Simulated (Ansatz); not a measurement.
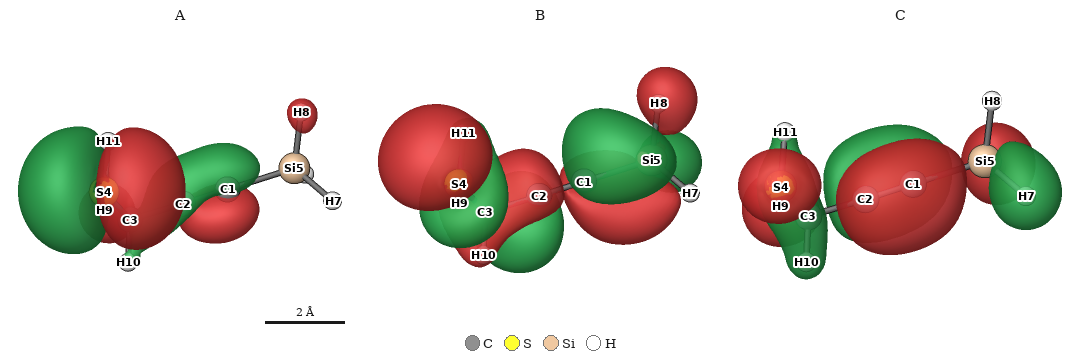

Figure 1: C$_{3}$H$_{6}$SSi (SMILES [SiH3]C#CCS). Three frontier orbitals at ±0.06 Å⁻³ᐟ² (green and red are the two phases), in no order.

Geometry: PBE0-D3(BJ)/def2-SVP.

Method: isolated molecule in a Gaussian basis; Kohn-Sham density functional theory, functional PBE0 (Ansatz).

```yaml
atoms:
  - { symbol: C, position_ang: [-1.8707, 0.1882, 0.2372] }
  - { symbol: C, position_ang: [-1.5430, -0.7441, 0.9512] }
  - { symbol: C, position_ang: [-1.1758, -1.8454, 1.8188] }
  - { symbol: S, position_ang: [-0.4731, -1.3270, 3.4268] }
  - { symbol: Si, position_ang: [-2.3458, 1.5921, -0.8339] }
  - { symbol: H, position_ang: [-3.3608, 1.1438, -1.8322] }
  - { symbol: H, position_ang: [-1.1459, 2.1098, -1.5541] }
  - { symbol: H, position_ang: [-2.9291, 2.6854, -0.0020] }
  - { symbol: H, position_ang: [-2.0363, -2.5129, 1.9832] }
  - { symbol: H, position_ang: [-0.3848, -2.4535, 1.3513] }
  - { symbol: H, position_ang: [-1.5655, -0.6518, 3.8437] }
```

Order the three orbitals by energy and name them.

C is the HOMO−1 (−7.94 eV). By Hirshfeld shares it lies mainly on C1 (about 35 %) and C2 (about 35 %); π-bonding across C1–C2. A is the HOMO (−7.20 eV). By Hirshfeld shares it lies mainly on S4 (about 75 %); largely a lone pair of S4. B is the LUMO (−0.60 eV). It lies mainly on S4 (about 30 %), C1 (about 20 %), C2 (about 15 %), Si5 (about 15 %) and C3 (about 10 %).

What is the HOMO–LUMO gap?

6.60 eV between the orbital energies.
